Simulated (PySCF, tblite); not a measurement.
**C3H8BClSi: geometry, infrared bands and NMR shifts**

What infrared bands and NMR shifts should C3H8BClSi (`C=C[SiH2]CBCl`) show?

Computed with tblite 0.8.0 and PySCF 2.14.0, with density-fitted response routines of our own, on a single molecule in the gas phase. Atoms count from 0, in the outputs and in this text.

**1. The molecule as given**

14 atoms, charge 0, multiplicity 1; geometry from: force field or distance geometry start.

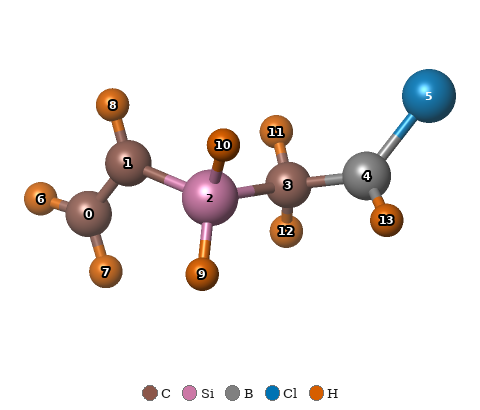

The starting geometry (carbon brown, silicon pink, boron grey, chlorine blue, hydrogen orange), atoms numbered.

**2. Relaxing the molecule with GFN2-xTB**

Job settings and geometry (Å):

```
{"job": {"kind": "relax", "xc": "GFN2-xTB", "basis": "xTB"}, "charge": 0, "multiplicity": 1}
C      2.608100    -0.054500     0.172900
C      1.616200     0.582600    -0.484600
Si     0.079700    -0.388500    -0.825400
C     -1.015100     0.010200     0.645900
B     -2.546100    -0.127000     0.384100
Cl    -3.779400     1.224500     0.627400
H      3.529800     0.433700     0.414900
H      2.470200    -1.083600     0.474600
H      1.726300     1.621400    -0.789200
H      0.324800    -1.810800    -0.974000
H     -0.556900     0.230400    -1.985000
H     -0.829600     1.088700     0.875300
H     -0.668400    -0.594700     1.537500
H     -2.960500    -1.132900    -0.096600
```

On the command line:

```sh
$ OMP_NUM_THREADS=1 python probes_run.py task.json out
```

This one command runs all jobs of the session in turn.

Output:

```text
step      E/eV     max force
  0    -489.24232    1.971
  1    -489.39083    1.609
  2    -489.50109    0.973
  3    -489.55198    0.633
  4    -489.57477    0.403
  5    -489.59277    0.442
  6    -489.60870    0.424
  7    -489.62106    0.360
  8    -489.62955    0.226
  9    -489.63638    0.249
 10    -489.64332    0.263
 11    -489.64933    0.284
 12    -489.65429    0.220
 13    -489.65805    0.130
 14    -489.66086    0.129
 15    -489.66329    0.137
 16    -489.66541    0.132
 17    -489.66725    0.102
 18    -489.66903    0.115
 19    -489.67090    0.122
 20    -489.67293    0.113
 21    -489.67503    0.136
 22    -489.67710    0.123
 23    -489.67918    0.113
 24    -489.68139    0.117
 25    -489.68361    0.124
 26    -489.68551    0.121
 27    -489.68700    0.100
 28    -489.68854    0.108
 29    -489.69067    0.134
 30    -489.69318    0.136
 31    -489.69536    0.148
 32    -489.69698    0.132
 33    -489.69845    0.111
 34    -489.70037    0.147
 35    -489.70293    0.166
 36    -489.70544    0.148
 37    -489.70729    0.100
 38    -489.70880    0.105
 39    -489.71015    0.155
 40    -489.71187    0.188
 41    -489.71329    0.127
 42    -489.71488    0.075
 43    -489.71545    0.081
 44    -489.71728    0.097
 45    -489.71814    0.091
 46    -489.71894    0.084
 47    -489.71952    0.093
 48    -489.72012    0.086
 49    -489.72078    0.096
 50    -489.72154    0.068
 51    -489.72219    0.065
 52    -489.72251    0.059
 53    -489.72275    0.046
 54    -489.72300    0.046
 55    -489.72338    0.070
 56    -489.72383    0.072
 57    -489.72415    0.041
 58    -489.72430    0.033
 59    -489.72440    0.033
 60    -489.72453    0.045
 61    -489.72470    0.046
 62    -489.72485    0.030
 63    -489.72495    0.030
 64    -489.72504    0.033
 65    -489.72519    0.056
 66    -489.72540    0.064
 67    -489.72562    0.046
 68    -489.72579    0.039
 69    -489.72594    0.041
 70    -489.72616    0.060
 71    -489.72652    0.089
 72    -489.72699    0.091
 73    -489.72747    0.064
 74    -489.72795    0.068
 75    -489.72860    0.069
 76    -489.72970    0.128
 77    -489.73118    0.150
 78    -489.73231    0.098
 79    -489.73228    0.110
 80    -489.73306    0.050
 81    -489.73322    0.041
 82    -489.73370    0.052
 83    -489.73427    0.062
 84    -489.73462    0.058
 85    -489.73504    0.062
 86    -489.73552    0.059
 87    -489.73602    0.046
 88    -489.73627    0.040
 89    -489.73629    0.060
 90    -489.73653    0.035
 91    -489.73668    0.026
 92    -489.73702    0.052
 93    -489.73746    0.076
 94    -489.73808    0.064
 95    -489.73881    0.057
 96    -489.73956    0.069
 97    -489.73880    0.132
 98    -489.74031    0.059
 99    -489.74066    0.052
100    -489.74173    0.131
101    -489.74258    0.088
102    -489.74306    0.071
103    -489.74396    0.055
104    -489.74432    0.048
105    -489.74462    0.029
106    -489.74472    0.028
107    -489.74479    0.018
108    -489.74487    0.021
109    -489.74496    0.027
110    -489.74505    0.024
111    -489.74510    0.019
112    -489.74514    0.012
113    -489.74518    0.012
114    -489.74521    0.012
115    -489.74524    0.011
116    -489.74526    0.012
117    -489.74529    0.014
118    -489.74532    0.013
119    -489.74535    0.014
120    -489.74540    0.016
121    -489.74544    0.015
122    -489.74548    0.015
123    -489.74551    0.013
124    -489.74552    0.010
125    -489.74553    0.009
```

Run time: 1.3 s. Hardware: 1 thread of Arm Neoverse N1, shared host; peak memory 0.18 GiB.

The steps of the relaxation: (not every step is listed)

```csv
step,energy from step 0 (eV),largest force (eV/Å)
0,0.0000,1.9712
1,-0.1485,1.6093
2,-0.2588,0.9732
3,-0.3097,0.6332
4,-0.3324,0.4034
5,-0.3504,0.4420
6,-0.3664,0.4237
7,-0.3787,0.3599
8,-0.3872,0.2258
19,-0.4286,0.1221
30,-0.4509,0.1358
41,-0.4710,0.1273
52,-0.4802,0.0586
63,-0.4826,0.0304
74,-0.4856,0.0683
85,-0.4927,0.0620
96,-0.4972,0.0695
107,-0.5025,0.0182
118,-0.5030,0.0128
120,-0.5031,0.0156
121,-0.5031,0.0146
122,-0.5032,0.0149
123,-0.5032,0.0132
124,-0.5032,0.0102
125,-0.5032,0.0091
```

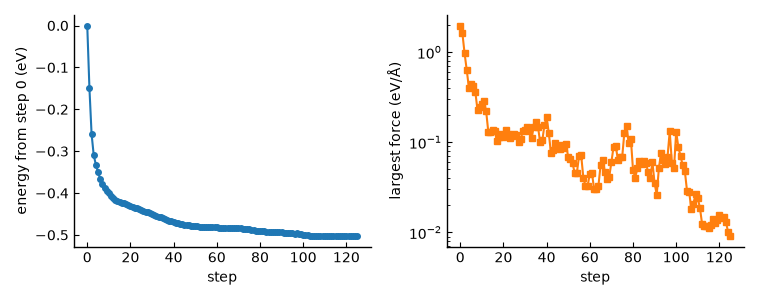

Energy and largest force along the relaxation.

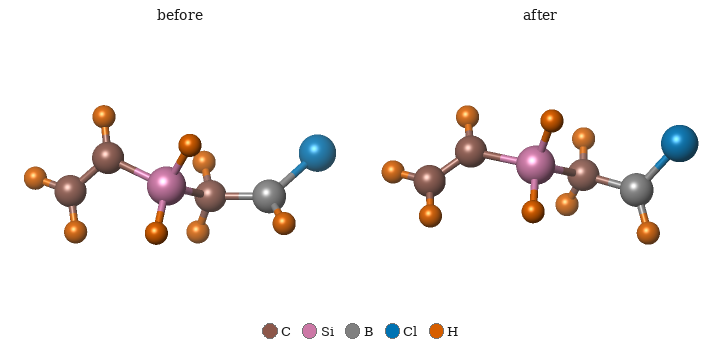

Before and after, at one scale.

Close pairs (by a distance rule), those that changed most:

```csv
bond,before (Å),after (Å),change (Å)
B4–Cl5,1.846,1.705,-0.141
Si2–C3,1.877,1.927,+0.050
C3–H12,1.132,1.089,-0.043
C1–Si2,1.849,1.884,+0.035
C3–H11,1.118,1.090,-0.028
C0–C1,1.350,1.324,-0.026
Si2–H9,1.451,1.467,+0.016
B4–H13,1.189,1.175,-0.015
```

The next job starts from the end point, and lists it.

**3. Harmonic vibrations with GFN2-xTB**

Job settings and geometry (Å):

```
{"job": {"kind": "ir", "xc": "GFN2-xTB", "basis": "xTB"}, "charge": 0, "multiplicity": 1}
C      2.770878    -0.246138    -0.048278
C      1.700095     0.512948    -0.222732
Si    -0.001360    -0.120152    -0.727963
C     -1.189951     0.282847     0.734444
B     -2.590306    -0.301381     0.424409
Cl    -3.725245     0.609655    -0.463766
H      3.730274     0.155531     0.241625
H      2.734914    -1.313997    -0.190020
H      1.805298     1.580981    -0.066113
H      0.041830    -1.567267    -0.966304
H     -0.453567     0.577204    -1.937977
H     -1.184012     1.367295     0.840429
H     -0.744729    -0.143446     1.632491
H     -2.894796    -1.394552     0.727589
```

Output:

```text
mode    cm-1     km/mol
  1      33.5      0.33
  2      35.4      0.28
  3      63.4      0.53
  4     134.9      0.97
  5     195.0      1.16
  6     289.0      0.42
  7     325.0      2.63
  8     449.5     29.62
  9     496.5     37.52
 10     580.6     10.41
 11     629.9     16.65
 12     669.0     27.44
 13     695.4    111.14
 14     729.4    136.80
 15     740.8    199.19
 16     773.2    234.38
 17     816.5     69.46
 18     921.4     17.52
 19     967.2     33.64
 20    1007.4     13.09
 21    1026.7     15.81
 22    1053.6    109.96
 23    1098.1    219.79
 24    1128.1    289.24
 25    1274.1      0.83
 26    1419.9      2.35
 27    1458.0      2.01
 28    1667.2     17.34
 29    2223.4    397.02
 30    2233.5    154.65
 31    2596.3    110.67
 32    2989.9     31.86
 33    2994.9     14.36
 34    3019.4     34.69
 35    3074.0     43.03
 36    3104.4     40.97
```

It took 0.71 s on 1 thread of Arm Neoverse N1, shared host; peak memory 0.18 GiB.

The strongest bands and the atoms that carry them (share of the mass-weighted mode):

```csv
cm⁻¹,km/mol,atoms
695,111.1,"H9 33 %, H10 24 %, C1 24 %"
729,136.8,"H10 19 %, Si2 17 %, H9 15 %, H13 14 %"
741,199.2,"Si2 25 %, C3 22 %, H13 15 %, B4 11 %"
773,234.4,"H10 44 %, H9 42 %"
1098,219.8,"H12 41 %, H11 37 %, C3 19 %"
1128,289.2,"H13 39 %, B4 34 %, H12 16 %"
2223,397.0,"H10 69 %, H9 27 %"
2234,154.7,"H9 70 %, H10 28 %"
```

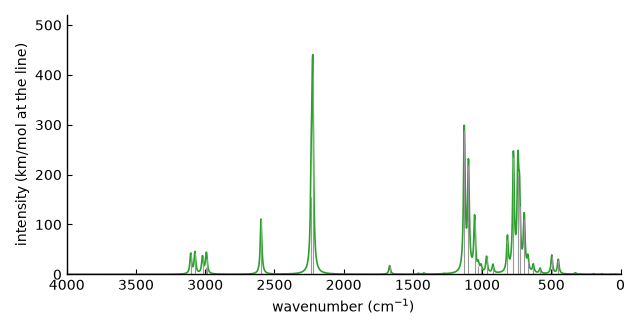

The infrared spectrum from these modes, unscaled. Lines are broadened to a width of 14 cm⁻¹ (Lorentzian).

**4. Nuclear shieldings: PBE0/pcSseg-1**

Settings changed since step 3:

```diff
@@ -1,2 +1,2 @@
-{"job": {"kind": "ir", "xc": "GFN2-xTB", "basis": "xTB"}, "charge": 0, "multiplicity": 1}
+{"job": {"kind": "nmr", "xc": "PBE0", "basis": "pcSseg-1"}, "charge": 0, "multiplicity": 1}
 C      2.770878    -0.246138    -0.048278
```

With the program's defaults for keys left out, this is: GIAO PBE0/pcSseg-1 NMR shielding, non-relativistic, gas phase.

Output:

```text
coarse grid: 12552 points
cycle   1  E = -893.1096231718  dE =  4.164e-01  |g| = 4.144e-01  |ddm| = 3.269e+00
cycle   2  E = -893.1057805001  dE =  3.843e-03  |g| = 4.346e-01  |ddm| = 7.050e-01
cycle   3  E = -893.1543710693  dE = -4.859e-02  |g| = 4.278e-02  |ddm| = 3.880e-01
cycle   4  E = -893.1546831937  dE = -3.121e-04  |g| = 2.919e-02  |ddm| = 7.017e-02
cycle   5  E = -893.1548922988  dE = -2.091e-04  |g| = 7.340e-03  |ddm| = 2.689e-02
cycle   6  E = -893.1549064352  dE = -1.414e-05  |g| = 1.554e-03  |ddm| = 7.464e-03
cycle   7  E = -893.1549069007  dE = -4.655e-07  |g| = 5.007e-04  |ddm| = 1.792e-03
final grid: 111480 points
cycle   8  E = -893.1873494027  dE = -2.878e-05  |g| = 6.738e-03  |ddm| = 2.002e-02
cycle   9  E = -893.1873475602  dE =  1.842e-06  |g| = 7.032e-03  |ddm| = 1.164e-02
cycle  10  E = -893.1873604924  dE = -1.293e-05  |g| = 7.235e-04  |ddm| = 6.188e-03
cycle  11  E = -893.1873605932  dE = -1.008e-07  |g| = 2.338e-04  |ddm| = 8.745e-04
cycle  12  E = -893.1873606064  dE = -1.325e-08  |g| = 7.172e-05  |ddm| = 2.344e-04
cycle  13  E = -893.1873606077  dE = -1.246e-09  |g| = 2.176e-05  |ddm| = 7.367e-05
cycle  14  E = -893.1873606078  dE = -1.160e-10  |g| = 6.002e-06  |ddm| = 2.164e-05
converged SCF energy = -893.1873606078

GIAO shielding tensors (ppm)
atom      isotropic    diamagn.    paramagn.     s11        s22        s33       span
  0 C       43.969     253.216    -209.247    -80.492     50.016    162.382    242.874
  1 C       44.604     262.031    -217.427    -76.733     35.790    174.754    251.487
  2 Si     393.366     881.908    -488.542    372.282    386.080    421.738     49.456
  3 C      158.811     258.195     -99.383    119.657    170.673    186.103     66.446
  4 B       30.330     190.516    -160.186    -39.319     19.278    111.030    150.349
  5 Cl     661.204    1147.473    -486.269    348.302    601.888   1033.420    685.118
  6 H       25.298      28.489      -3.190     22.075     24.694     29.125      7.051
  7 H       25.443      31.540      -6.096     21.688     24.871     29.771      8.084
  8 H       25.176      31.939      -6.763     22.524     24.847     28.157      5.633
  9 H       27.371      30.913      -3.542     24.166     26.264     31.683      7.517
 10 H       27.274      30.053      -2.779     23.746     26.739     31.337      7.591
 11 H       30.190      32.660      -2.470     26.583     29.543     34.445      7.862
 12 H       29.997      33.040      -3.044     26.715     28.408     34.867      8.152
 13 H       24.825      28.168      -3.343     23.138     24.685     26.652      3.514
```

It took 43 s on 1 thread of Arm Neoverse N1, shared host; peak memory 0.69 GiB.

The references, computed at this level on geometries of the same kind, shield at (ppm): 1H TMS 31.72, 13C TMS 186.9, 29Si TMS 349.2, 11B BF3·OEt2 100.1, 35Cl HCl 950. Their shielding less the atom's gives the shift. The references are single molecules in the gas phase. Atoms listed in one row are averaged.

```csv
atoms,environment,σ (ppm),δ (ppm),δ scaled to CDCl3
C0,terminal =CH2 carbon,44.0,143.0,137.6
C1,alkene CH,44.6,142.3,137.0
C3,sp3 CH2 bonded to B and Si,158.8,28.1,25.5
H13,"hydrogen on a boron bonded to C, Cl",24.82,6.89,–
H8,hydrogen on an alkene CH,25.18,6.54,6.27
H6,hydrogen on a terminal =CH2 carbon,25.30,6.42,6.16
H7,hydrogen on a terminal =CH2 carbon,25.44,6.27,6.02
"H9, H10",hydrogen on a silicon bonded to 2 C,27.32,4.39,–
"H11, H12",hydrogen on an sp3 CH2 bonded to B and Si,30.09,1.62,1.64
Si2,"silicon bonded to 2 C, 2 H",393.4,-44.2,–
B4,"boron bonded to C, Cl, H",30.3,69.7,–
Cl5,chlorine bonded to B,661,289,–
```

The scaled column applies a straight-line fit of computed shieldings to shifts measured in CDCl3, with any fitted terms for Cl, Br or S neighbours (root-mean-square error 0.16 ppm for H, 1.9 ppm for C).

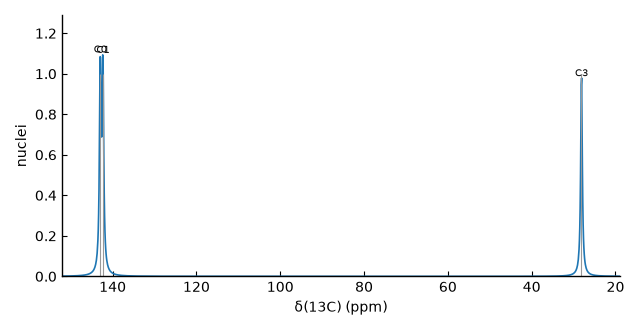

13C lines at the computed shifts, without couplings. Lines are broadened to a width of 0.46 ppm (Lorentzian).

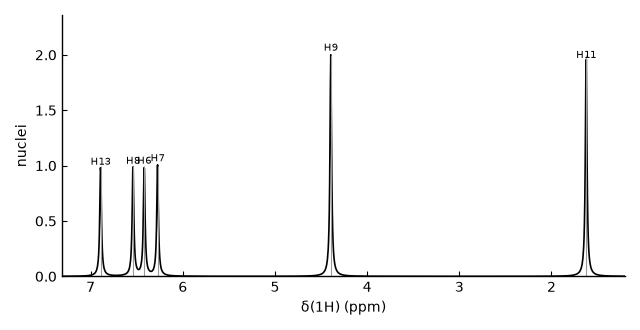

1H lines at the computed shifts, without couplings. Lines are broadened to a width of 0.02 ppm (Lorentzian).

The run also stored atomic charges by several schemes (e):

```csv
atoms,Mulliken,IAO,Hirshfeld,ESP fit
C0,-0.15,-0.28,-0.08,-0.31
C1,-0.48,-0.42,-0.14,-0.31
Si2,0.67,0.78,0.35,0.47
C3,-0.72,-0.68,-0.23,-0.41
B4,0.27,0.08,0.14,0.26
Cl5,-0.19,-0.05,-0.06,-0.15
```

IAO charges:

C0 -0.28; C1 -0.42; Si2 0.78; C3 -0.68; B4 0.08; Cl5 -0.05; H6 0.15; H7 0.15; H8 0.15; H9 -0.12; H10 -0.12; H11 0.17; H12 0.17; H13 0.01

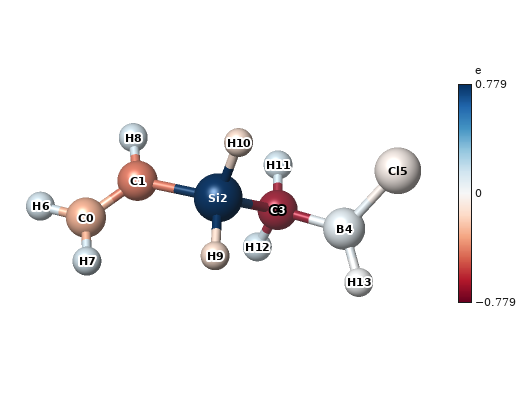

IAO charges, as colours on the atoms.

Mayer bond orders: C0–C1 2.00, C1–Si2 0.89, Si2–C3 0.86, C3–B4 1.08, B4–Cl5 1.18.

Orbitals, density, ELF and potential are computed afterwards from the orbital file.

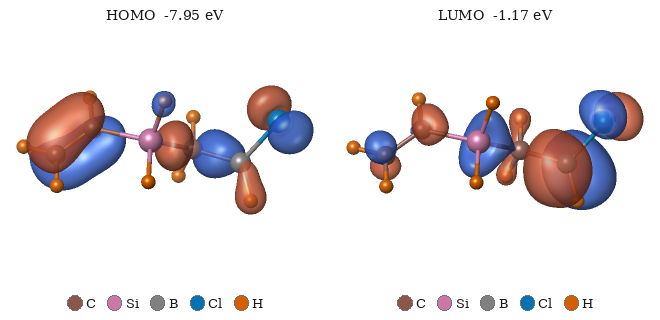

Frontier orbitals at PBE0/pcSseg-1; each surface holds 70 % of the orbital's density, blue and red mark the sign.

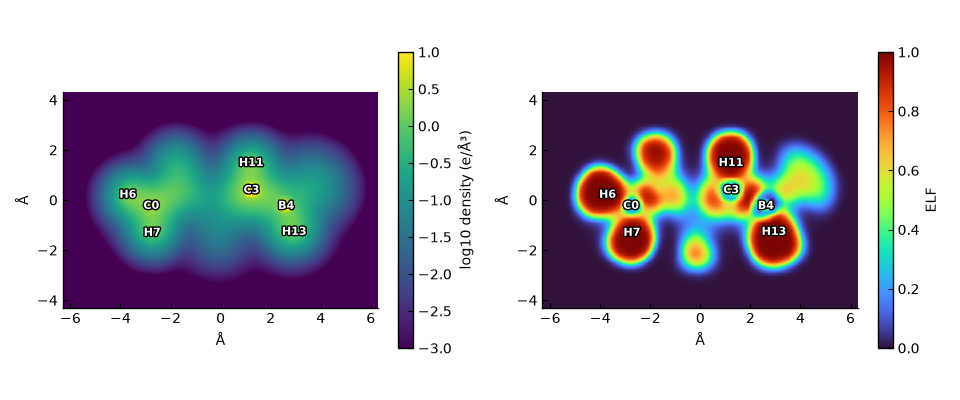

Density (left) and ELF (right) in a plane through or near 7 of the atoms.

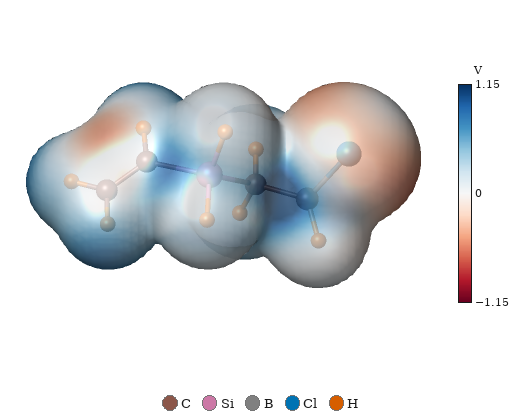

The potential that a unit positive charge feels on the 0.002 e/bohr³ surface, from -0.56 V near Cl5 to 1.15 V near B4.

**5. What came out**

```
                                                              quantity                                   value
                             strongest single infrared mode (GFN2-xTB)                   2223 cm⁻¹, 397 km/mol
                                          zero-point energy (GFN2-xTB)                           61.3 kcal/mol
                                13C shifts against TMS (PBE0/pcSseg-1)                  143.0, 142.3, 28.1 ppm
1H shifts against TMS (PBE0/pcSseg-1, means over atoms taken as alike)  6.89, 6.54, 6.42, 6.27, 4.39, 1.62 ppm
                               29Si shifts against TMS (PBE0/pcSseg-1)                               -44.2 ppm
                           11B shifts against BF3·OEt2 (PBE0/pcSseg-1)                                69.7 ppm
                               35Cl shifts against HCl (PBE0/pcSseg-1)                                 289 ppm
                                 surface potential, least and greatest                      -0.56 V and 1.15 V
```

In words: Over 125 steps the energy fell by 0.503 eV; of the close pairs, B4–Cl5 changed most, 1.846 to 1.705 Å. All 36 modes are real, so the xTB geometry is a minimum. The strongest single mode, at 2223 cm⁻¹, moves mainly H10. Unscaled tight-binding wavenumbers are off by several per cent, some by more. Its intensities can rank the bands wrongly. The most deshielded carbon is C0 (terminal =CH2 carbon), at 143.0 ppm: an sp2 carbon of a C=C bond. At PBE0/pcSseg-1: The largest span, 685 ppm, is at Cl5, where the paramagnetic term is -486 ppm. By nearest atom (PBE0/pcSseg-1), the HOMO sits on C0, C1 about 24 % each; Cl5 13 % and the LUMO on B4 47 %; H13 13 %.
